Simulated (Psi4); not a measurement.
## AsH$_{3}$: excited-state calculation

The run: excited-state calculation of AsH$_{3}$, SMILES [AsH3]. Method and program: TDHF/heavy-aug-cc-pVTZ, UHF (Psi4 1.11).

The geometry comes from this level: PBE0-D4/def2-TZVP.

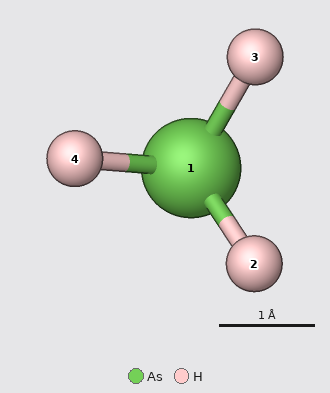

*The structure (ball-and-stick view, seen at a tilt; atoms are numbered from 1 in the order of the input).*

The input (input.inp):
```python
memory 1600 MB

molecule system {
  0 1
  As    -0.215800     0.487600    -0.346000
  H      0.349900     0.630300     1.059400
  H     -1.068000    -0.705500     0.061100
  H      0.933900    -0.412500    -0.774500
  no_reorient
  no_com
}

set basis heavy-aug-cc-pVTZ
set reference uhf
set save_jk true

from psi4.driver.procrouting.response.scf_response import tdscf_excitations
E, wfn = energy("hf", return_wfn=True)
states = tdscf_excitations(wfn, states=5, tda=False)
```

Run as:
```bash
psi4 -n 1 input.inp input.out
```

The program's output:
```
Psi4 1.11 release

   => Loading Basis Set <=

    Name: HEAVY-AUG-CC-PVTZ
    Role: ORBITAL
    Keyword: BASIS

         ---------------------------------------------------------
                                   SCF
                              UHF Reference
                        1 Threads,   1525 MiB Core
         ---------------------------------------------------------

  ==> Geometry <==

    Molecular point group: c1
    Full point group: C1

    Geometry (in Angstrom), charge = 0, multiplicity = 1:

       Center              X                  Y                   Z               Mass
    ------------   -----------------  -----------------  -----------------  -----------------
         AS          -0.215800000000     0.487600000000    -0.346000000000    74.921594570000
         H            0.349900000000     0.630300000000     1.059400000000     1.007825032230
         H           -1.068000000000    -0.705500000000     0.061100000000     1.007825032230
         H            0.933900000000    -0.412500000000    -0.774500000000     1.007825032230

  Running in c1 symmetry.

  Rotational constants: A =      3.49086  B =      0.51362  C =      0.51361 [cm^-1]
  Rotational constants: A = 104653.23354  B =  15397.80754  C =  15397.72130 [MHz]
  Nuclear repulsion =   35.153177936618192

  Charge       = 0
  Multiplicity = 1
  Electrons    = 36
  Nalpha       = 18
  Nbeta        = 18

  ==> Algorithm <==

  SCF Algorithm Type is DF.
  DIIS enabled.
  MOM disabled.
  Fractional occupation disabled.
  Guess Type is SAD.
  Energy threshold   = 1.00e-06
  Density threshold  = 1.00e-06
  Integral threshold = 1.00e-12

  ==> Primary Basis <==

  Basis Set: HEAVY-AUG-CC-PVTZ
    Blend: HEAVY-AUG-CC-PVTZ
    Number of shells: 37
    Number of basis functions: 101
    Number of Cartesian functions: 114
    Spherical Harmonics?: true
    Max angular momentum: 3

   => Loading Basis Set <=

    Name: (HEAVY-AUG-CC-PVTZ AUX)
    Role: JKFIT
    Keyword: DF_BASIS_SCF

  ==> Integral Setup <==

  DFHelper Memory: AOs need 0.029 GiB; user supplied 1.118 GiB.
  SCF_SUBTYPE=INCORE selected. In-core MEM_DF algorithm will be used.
  Using in-core AOs.

  ==> MemDFJK: Density-Fitted J/K Matrices <==

    J tasked:                   Yes
    K tasked:                   Yes
    wK tasked:                   No
    Memory [MiB]:              1144
    Algorithm:                 Core
    Schwarz Cutoff:           1E-12
    Mask sparsity (%):       0.0000
    Fitting Condition:        1E-10

   => Auxiliary Basis Set <=

  Basis Set: (HEAVY-AUG-CC-PVTZ AUX)
    Blend: HEAVY-AUG-CC-PVTZ-JKFIT
    Number of shells: 88
    Number of basis functions: 338
    Number of Cartesian functions: 434
    Spherical Harmonics?: true
    Max angular momentum: 4

  Minimum eigenvalue in the overlap matrix is 2.4898129753E-03.
  Reciprocal condition number of the overlap matrix is 4.4198882002E-04.
    Using symmetric orthogonalization.

  ==> Pre-Iterations <==

  SCF Guess: Superposition of Atomic Densities via on-the-fly atomic UHF (no occupation information).

   -------------------------
    Irrep   Nso     Nmo
   -------------------------
     A        101     101
   -------------------------
    Total     101     101
   -------------------------

  ==> Iterations <==

                           Total Energy        Delta E     RMS |[F,P]|

   @DF-UHF iter SAD: -2232.17910729297455   -2.23218e+03   0.00000e+00
   @DF-UHF iter   1: -2235.12290821686565   -2.94380e+00   1.81194e-02 DIIS/ADIIS
   @DF-UHF iter   2: -2235.72499718748668   -6.02089e-01   1.15349e-02 DIIS/ADIIS
   @DF-UHF iter   3: -2235.97045754415831   -2.45460e-01   6.89367e-04 DIIS/ADIIS
   @DF-UHF iter   4: -2235.97310954984914   -2.65201e-03   1.49178e-04 DIIS/ADIIS
   @DF-UHF iter   5: -2235.97342171423816   -3.12164e-04   3.58790e-05 DIIS
   @DF-UHF iter   6: -2235.97344754796814   -2.58337e-05   6.17074e-06 DIIS
   @DF-UHF iter   7: -2235.97344804992326   -5.01955e-07   8.25511e-07 DIIS
  Energy and wave function converged.

  ==> Post-Iterations <==

   @Spin Contamination Metric:  -4.973799150E-14
   @S^2 Expected:                0.000000000E+00
   @S^2 Observed:               -4.973799150E-14
   @S   Expected:                0.000000000E+00
   @S   Observed:                0.000000000E+00

    Orbital Energies [Eh]
    ---------------------

    Alpha Occupied:

       1A   -432.572779     2A    -56.296974     3A    -50.141665
       4A    -50.141665     5A    -50.141013     6A     -8.019443
       7A     -5.873824     8A     -5.873824     9A     -5.870285
      10A     -2.108159    11A     -2.108159    12A     -2.103759
      13A     -2.103759    14A     -2.100882    15A     -0.830410
      16A     -0.494999    17A     -0.494994    18A     -0.381759

    Alpha Virtual:

      19A      0.058827    20A      0.067729    21A      0.067730
      22A      0.075535    23A      0.127780    24A      0.127782
      25A      0.183827    26A      0.183828    27A      0.185085
      28A      0.250399    29A      0.283069    30A      0.283071
      31A      0.371576    32A      0.371577    33A      0.411173
      34A      0.475395    35A      0.475398    36A      0.522416
      37A      0.545479    38A      0.545481    39A      0.553636
      40A      0.609372    41A      0.614067    42A      0.632152
      43A      0.632153    44A      0.645136    45A      0.718873
      46A      0.718874    47A      0.878728    48A      0.996819
      49A      0.996832    50A      1.137197    51A      1.147172
      52A      1.147176    53A      1.308793    54A      1.308799
      55A      1.368911    56A      1.407736    57A      1.407754
      58A      1.512388    59A      1.702008    60A      1.702010
      61A      1.711803    62A      1.721122    63A      1.740303
      64A      1.759116    65A      1.759118    66A      1.783236
      67A      1.783243    68A      1.804140    69A      1.859091
      70A      1.884233    71A      1.884240    72A      2.246887
      73A      2.246909    74A      2.947537    75A      3.119898
      76A      3.119920    77A      3.468468    78A      3.468472
      79A      3.544805    80A      3.722652    81A      3.762797
      82A      3.762819    83A      3.779317    84A      3.807792
      85A      3.807801    86A      3.836334    87A      4.027984
      88A      4.146449    89A      4.146483    90A      4.246018
      91A      4.246737    92A      4.246750    93A      4.336667
      94A      4.495017    95A      4.499122    96A      4.499149
      97A      4.571007    98A      4.571029    99A      5.112514
     100A      5.112544   101A      5.476845

    Beta Occupied:

       1A   -432.572779     2A    -56.296974     3A    -50.141665
       4A    -50.141665     5A    -50.141013     6A     -8.019443
       7A     -5.873824     8A     -5.873824     9A     -5.870285
      10A     -2.108159    11A     -2.108159    12A     -2.103759
      13A     -2.103759    14A     -2.100882    15A     -0.830410
      16A     -0.494999    17A     -0.494994    18A     -0.381759

    Beta Virtual:

      19A      0.058827    20A      0.067729    21A      0.067730
      22A      0.075535    23A      0.127780    24A      0.127782
      25A      0.183827    26A      0.183828    27A      0.185085
      28A      0.250399    29A      0.283069    30A      0.283071
      31A      0.371576    32A      0.371577    33A      0.411173
      34A      0.475395    35A      0.475398    36A      0.522416
      37A      0.545479    38A      0.545481    39A      0.553636
      40A      0.609372    41A      0.614067    42A      0.632152
      43A      0.632153    44A      0.645136    45A      0.718873
      46A      0.718874    47A      0.878728    48A      0.996819
      49A      0.996832    50A      1.137197    51A      1.147172
      52A      1.147176    53A      1.308793    54A      1.308799
      55A      1.368911    56A      1.407736    57A      1.407754
      58A      1.512388    59A      1.702008    60A      1.702010
      61A      1.711803    62A      1.721122    63A      1.740303
      64A      1.759116    65A      1.759118    66A      1.783236
      67A      1.783243    68A      1.804140    69A      1.859091
      70A      1.884233    71A      1.884240    72A      2.246887
      73A      2.246909    74A      2.947537    75A      3.119898
      76A      3.119920    77A      3.468468    78A      3.468472
      79A      3.544805    80A      3.722652    81A      3.762797
      82A      3.762819    83A      3.779317    84A      3.807792
      85A      3.807801    86A      3.836334    87A      4.027984
      88A      4.146449    89A      4.146483    90A      4.246018
      91A      4.246737    92A      4.246750    93A      4.336667
      94A      4.495017    95A      4.499122    96A      4.499149
      97A      4.571007    98A      4.571029    99A      5.112514
     100A      5.112544   101A      5.476845

    Final Occupation by Irrep:
              A
    DOCC [    18 ]
    SOCC [     0 ]
    NA   [    18 ]
    NB   [    18 ]

  @DF-UHF Final Energy: -2235.97344804992326

   => Energetics <=

    Nuclear Repulsion Energy =             35.1531779366181922
    One-Electron Energy =               -3186.9370780559065679
    Two-Electron Energy =                 915.8104520693647146
    Total Energy =                      -2235.9734480499237179

  UHF NO Occupations:
  HONO-2 :   16  A 2.0000000
  HONO-1 :   17  A 2.0000000
  HONO-0 :   18  A 2.0000000
  LUNO+0 :   19  A 0.0000000
  LUNO+1 :   20  A 0.0000000
  LUNO+2 :   21  A 0.0000000
  LUNO+3 :   22  A 0.0000000

Computation Completed

Properties will be evaluated at   0.000000,   0.000000,   0.000000 [a0]

Properties computed using the SCF density matrix

 Multipole Moments:

 ------------------------------------------------------------------------------------
     Multipole            Electronic (a.u.)      Nuclear  (a.u.)        Total (a.u.)
 ------------------------------------------------------------------------------------

 L = 1.  Multiply by 2.5417464519 to convert [e a0] to [Debye]
 Dipole X            :         13.0966954          -13.0496927            0.0470027
 Dipole Y            :        -29.5918449           29.4855857           -0.1062592
 Dipole Z            :         20.9984427          -20.9230477            0.0753951
 Magnitude           :                                                    0.1385088

 ------------------------------------------------------------------------------------

	total time  =          3 seconds =       0.05 minutes

******************************************************************************************
**********                               WARNING                                **********
**********       The names of excited state variables changed between 1.5       **********
**********     and 1.6. For a quick solution, remove the symmetry specifier     **********
**********   from the variable name. For full details, see 'Notes on Psivars'   **********
**********                        in the documentation.                         **********
******************************************************************************************

         ---------------------------------------------------------
                         TDSCF excitation energies
         ---------------------------------------------------------

  ==> Options <==

     Residual threshold  : 1.0000e-04
     Initial guess       : denominators
     Reference           : UHF
     Solver type         : RPA (Hamiltonian)

  ==> Requested Excitations <==

      5 singlet states with A symmetry

  ==> Seeking the lowest 5 singlet states with A symmetry

                        Generalized Hamiltonian Solver

  ==> Options <==

    Max number of iterations        = 60
    Eigenvector tolerance           = 1.0000e-04
    Max number of expansion vectors = 1000

  => Iterations <=
                              Max[D[value]]     Max[|R|]   # vectors
  HamiltonianSolver iter   1:   2.89505e-01  2.20359e-01     20
  HamiltonianSolver iter   2:   4.37755e-02  8.28487e-02     30
  HamiltonianSolver iter   3:   2.77078e-03  5.04970e-02     40
  HamiltonianSolver iter   4:   2.60963e-03  4.27448e-02     50
  HamiltonianSolver iter   5:   8.79921e-04  2.04829e-02     60
  HamiltonianSolver iter   6:   1.23312e-04  7.75012e-03     70
  HamiltonianSolver iter   7:   1.15870e-05  1.40004e-03     80
  HamiltonianSolver iter   8:   2.99326e-07  3.36952e-04     90
  HamiltonianSolver iter   9:   1.77308e-08  1.46225e-04     98
  HamiltonianSolver iter  10:   1.22868e-08  4.91445e-04    100
  HamiltonianSolver iter  11:   1.60637e-07  1.67784e-03    102
  HamiltonianSolver iter  12:   5.23607e-07  1.52588e-03    104
  HamiltonianSolver iter  13:   1.49586e-07  4.57739e-04    106
  HamiltonianSolver iter  14:   1.23090e-08  1.14543e-04    108
  HamiltonianSolver iter  15:   1.04598e-09  9.79284e-05    110      Converged

******************************************************************************************
**********                               WARNING                                **********
**********  Length-gauge rotatory strengths are **NOT** gauge-origin invariant  **********
******************************************************************************************

                                    Excitation Energy         Total Energy        Oscillator Strength             Rotatory Strength
     #   Sym: GS->ES (Trans)        au              eV              au          au (length)    au (velocity)    au (length)    au (velocity)
    ---- -------------------- --------------- --------------- --------------- --------------- --------------- --------------- ---------------
     1        A->A (1 A)       0.19015         5.17414        -2235.78330      0.0000          0.0000         -0.0000          0.0000
     2        A->A (1 A)       0.19015         5.17424        -2235.78330      0.0000          0.0000          0.0000         -0.0000
     3        A->A (1 A)       0.23639         6.43247        -2235.73706      0.0000          0.0000         -0.0000          0.0000
     4        A->A (1 A)       0.26138         7.11258        -2235.71207      0.1842          0.1843         -0.0000         -0.0000
     5        A->A (1 A)       0.27025         7.35379        -2235.70320      0.1029          0.1031         -0.0000         -0.0000

Contributing excitations and de-excitations
Only contributions with abs(coeff) > 1.00e-01 will be printed:

Excited State    1 (1 A):   0.19015 au   239.62 nm f = 0.0000
Alpha orbitals:
  Sums of squares: Xssq =  5.183476e-01; Yssq =  1.834760e-02; Xssq - Yssq =  5.000000e-01
     18a (a) ->  21a (a)   -0.155502 ( 2.418%)
     18a (a) ->  23a (a)   -0.632769 (40.040%)
     18a (a) ->  30a (a)    0.112898 ( 1.275%)
     18a (a) ->  34a (a)   -0.137988 ( 1.904%)
Beta orbitals:
  Sums of squares: Xssq =  5.183476e-01; Yssq =  1.834760e-02; Xssq - Yssq =  5.000000e-01
     18a (b) ->  21a (b)    0.155502 ( 2.418%)
     18a (b) ->  23a (b)    0.632769 (40.040%)
     18a (b) ->  30a (b)   -0.112898 ( 1.275%)
     18a (b) ->  34a (b)    0.137988 ( 1.904%)

Excited State    2 (1 A):   0.19015 au   239.62 nm f = 0.0000
Alpha orbitals:
  Sums of squares: Xssq =  5.183464e-01; Yssq =  1.834635e-02; Xssq - Yssq =  5.000000e-01
     18a (a) ->  20a (a)    0.155513 ( 2.418%)
     18a (a) ->  24a (a)    0.632767 (40.039%)
     18a (a) ->  29a (a)   -0.112899 ( 1.275%)
     18a (a) ->  35a (a)   -0.137989 ( 1.904%)
Beta orbitals:
  Sums of squares: Xssq =  5.183464e-01; Yssq =  1.834635e-02; Xssq - Yssq =  5.000000e-01
     18a (b) ->  20a (b)   -0.155513 ( 2.418%)
     18a (b) ->  24a (b)   -0.632767 (40.039%)
     18a (b) ->  29a (b)    0.112899 ( 1.275%)
     18a (b) ->  35a (b)    0.137989 ( 1.904%)

Excited State    3 (1 A):   0.23639 au   192.75 nm f = 0.0000
Alpha orbitals:
  Sums of squares: Xssq =  5.057492e-01; Yssq =  5.749220e-03; Xssq - Yssq =  5.000000e-01
     16a (a) ->  24a (a)   -0.166996 ( 2.789%)
     17a (a) ->  23a (a)   -0.167012 ( 2.789%)
     18a (a) ->  19a (a)    0.600489 (36.059%)
     18a (a) ->  28a (a)   -0.227720 ( 5.186%)
Beta orbitals:
  Sums of squares: Xssq =  5.057492e-01; Yssq =  5.749220e-03; Xssq - Yssq =  5.000000e-01
     16a (b) ->  24a (b)    0.166996 ( 2.789%)
     17a (b) ->  23a (b)    0.167012 ( 2.789%)
     18a (b) ->  19a (b)   -0.600489 (36.059%)
     18a (b) ->  28a (b)    0.227720 ( 5.186%)

Excited State    4 (1 A):   0.26138 au   174.32 nm f = 0.1842
Alpha orbitals:
  Sums of squares: Xssq =  5.001946e-01; Yssq =  1.946090e-04; Xssq - Yssq =  5.000000e-01
     18a (a) ->  19a (a)   -0.674669 (45.518%)
     18a (a) ->  22a (a)   -0.130002 ( 1.690%)
     18a (a) ->  28a (a)    0.142951 ( 2.044%)
Beta orbitals:
  Sums of squares: Xssq =  5.001946e-01; Yssq =  1.946090e-04; Xssq - Yssq =  5.000000e-01
     18a (b) ->  19a (b)   -0.674669 (45.518%)
     18a (b) ->  22a (b)   -0.130002 ( 1.690%)
     18a (b) ->  28a (b)    0.142951 ( 2.044%)

Excited State    5 (1 A):   0.27025 au   168.60 nm f = 0.1029
Alpha orbitals:
  Sums of squares: Xssq =  5.019374e-01; Yssq =  1.937379e-03; Xssq - Yssq =  5.000000e-01
     18a (a) ->  20a (a)    0.231325 ( 5.351%)
     18a (a) ->  21a (a)    0.208697 ( 4.355%)
     18a (a) ->  23a (a)    0.562464 (31.637%)
     18a (a) ->  24a (a)    0.235497 ( 5.546%)
Beta orbitals:
  Sums of squares: Xssq =  5.019374e-01; Yssq =  1.937379e-03; Xssq - Yssq =  5.000000e-01
     18a (b) ->  20a (b)    0.231325 ( 5.351%)
     18a (b) ->  21a (b)    0.208697 ( 4.355%)
     18a (b) ->  23a (b)    0.562464 (31.637%)
     18a (b) ->  24a (b)    0.235497 ( 5.546%)

******************************************************************************************
**********                               WARNING                                **********
**********       The names of excited state variables changed between 1.5       **********
**********     and 1.6. For a quick solution, remove the symmetry specifier     **********
**********   from the variable name. For full details, see 'Notes on Psivars'   **********
**********                        in the documentation.                         **********
******************************************************************************************

    Psi4 run time: 0:00:07.90
```

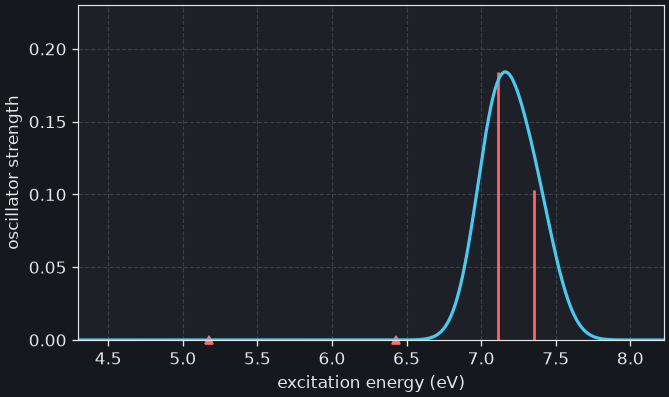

*Computed excitations as sticks (degenerate states added up, dark ones marked on the axis), with a Gaussian envelope of 0.35 eV full width at half maximum, scaled to the tallest.*

Of the 5 states the lowest lies at 5.17 eV (f = 0.000); the strongest line is at 7.11 eV, or 174 nm (f = 0.184).

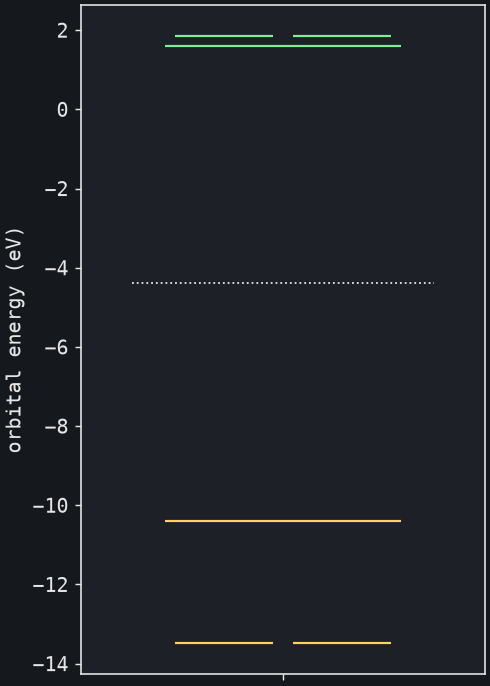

*Orbital energies near the frontier; the dotted line parts filled from empty levels, and levels within 0.02 eV of each other stand side by side.*

Highest filled −10.39 eV, lowest empty 1.60 eV, 11.99 eV apart.

Results in brief:

| quantity | value |
| --- | --- |
| outcome | converged |
| total energy | −2235.973448 hartree |
| basis functions | 101 |
| HOMO | −10.39 eV |
| LUMO | 1.60 eV |
| dipole moment | 0.35 D |
| lowest excitation | 5.17 eV |
| hardware | 1 thread of Intel Xeon @ 2.90GHz (Ice Lake), 64 GiB of memory available, shared host |
| wall time | 9 s |
| peak memory | 0.6 GiB |
